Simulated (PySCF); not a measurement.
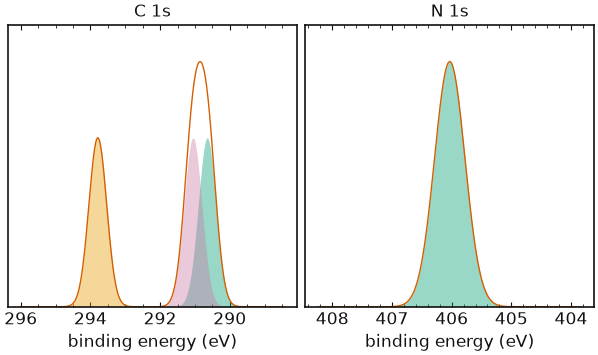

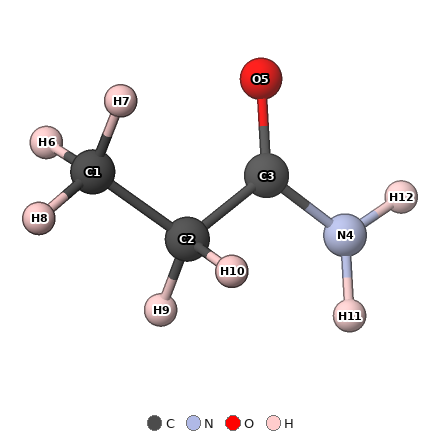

Simulated XPS of C₃H₇NO (propanamide), SMILES CCC(N)=O. Vertical core-electron binding energies by ΔSCF (SCAN, pcX-2 on the ionised atom, pcseg-1 elsewhere, spin-free X2C; PySCF 2.14.0, at a PBE0-D3(BJ)/def2-SVP geometry (no frequency check)), gas phase, against the vacuum level. One atom of each kind was ionised; within a panel, areas follow the number of like atoms, each panel is scaled alone, Gaussians of 0.6 eV full width. Only the regions named are shown. Lines closer than the width merge in the curve.

### Which atoms give which peak?

| level | atoms | binding energy (eV) |
| --- | --- | --- |
| C 1s | C3 | 293.8 |
| C 1s | C2 | 291.1 |
| C 1s | C1 | 290.6 |
| N 1s | N4 | 406.0 |

### How large is the chemical shift across the C 1s region?

3.1 eV, from C1 at 290.6 eV to C3 at 293.8 eV.

Caveats: one conformer of a flexible molecule.
